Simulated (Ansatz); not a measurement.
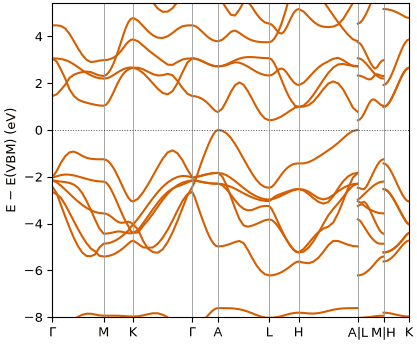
Fig. 1. Band structure from plane-wave PAW r²SCAN+D4 (Ansatz code)

**Question.** Read off the gap and where the band edges lie.

**Answer.** About 0.4 eV (0.42 eV by a search for the band edges); maximum at A, minimum at L.

The material is MgSnSe₂ in space group P-3m1 (No. 164; Se on 2d, Sn on 1a, Mg on 1b).

The cell is a constructed one: a structure type filled with these elements; neither database checked (COD, Materials Project) lists it. Whether it is the stable phase at ambient conditions was not checked. The r²SCAN+D4 relaxation kept the symmetry of its start; whether a distortion lowers the energy is not shown. Scalar-relativistic: spin–orbit coupling is off unless named, which matters more the heavier the elements.

Potentials: the later of the program's two PAW sets.
